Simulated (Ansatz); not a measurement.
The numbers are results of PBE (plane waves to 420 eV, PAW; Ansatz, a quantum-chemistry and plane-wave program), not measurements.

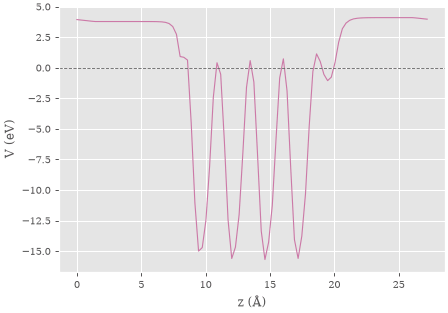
Figure: Plane-averaged electrostatic potential energy along the normal, in eV from the highest filled level, for a constructed model of the (111)A surface of 3C silicon carbide, Si-terminated, (√3x√3)R30° In adatom at H3 (bottom of the slab: 3 H on 3 bottom sites)

Model: 28-atom slab, 11.3 Å thick at the start with caps and adatoms (thin: gaps and levels are the slab's own), 6x6x1 mesh, Fermi-Dirac 0.025 eV, dipole correction, 6 atoms held, the rest relaxed; symmetry of the start imposed; no spin, no spin-orbit, no U. In PBE it lies 0.13 eV a 1x1 cell over the lowest computed structure of the same composition ((√3x√3)R30° In adatom at T4).

The vacuum level lies 4.10 eV above the highest filled level over the top face and 3.78 eV above it under the bottom face.
